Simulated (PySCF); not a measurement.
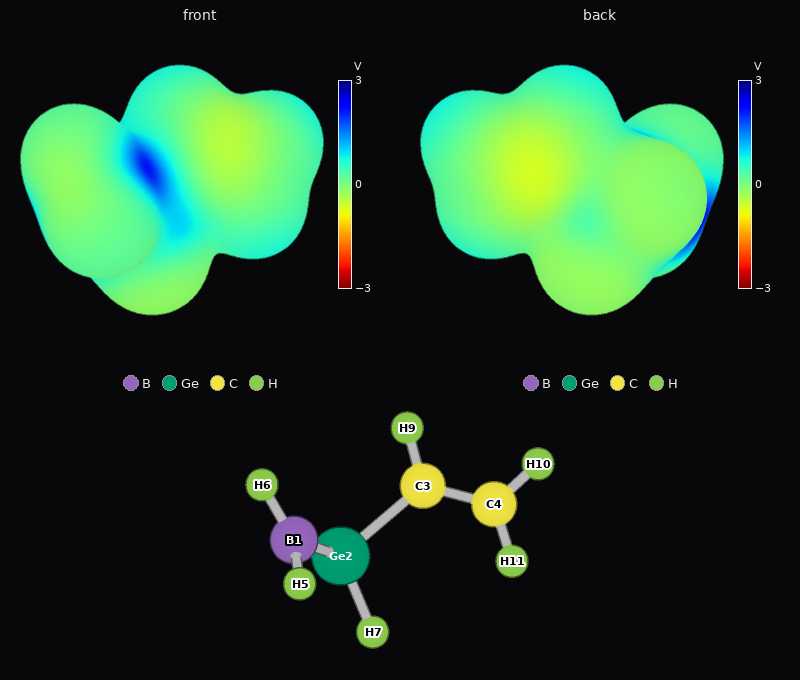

*C₂H₇BGe (SMILES [BH2][GeH2][CH]=C). The molecular electrostatic potential painted on the density surface at 0.002 e/bohr³, seen from the front and from behind; red is negative and blue positive. The bare structure is drawn below in the same view.*

Geometry: GFN2-xTB.

Method: PySCF 2.14.0, B3LYP/def2-SVPD, SCF density, gas phase.

```csv
atom,x (Å),y (Å),z (Å)
B,2.1328,0.4893,0.4243
Ge,0.6731,-0.3688,-0.6449
C,-1.0062,-0.4476,0.3649
C,-2.0772,0.2817,0.1056
H,2.5699,1.5313,0.1364
H,2.5429,-0.0271,1.3873
H,0.3190,0.2735,-1.9595
H,0.9510,-1.8020,-1.0249
H,-1.0233,-1.1268,1.2094
H,-2.9796,0.2248,0.6969
H,-2.0971,0.9744,-0.7214
```

Which sites attract a positive test charge, and which a negative one?

A positive charge is drawn to the negative regions and a negative charge to the positive ones. The most negative region (about −0.6 V) lies over the π face of C3 and C4, the most positive (about +2.1 V) over B1.

How polar is the molecule by this calculation?

Its dipole moment is 0.61 D.
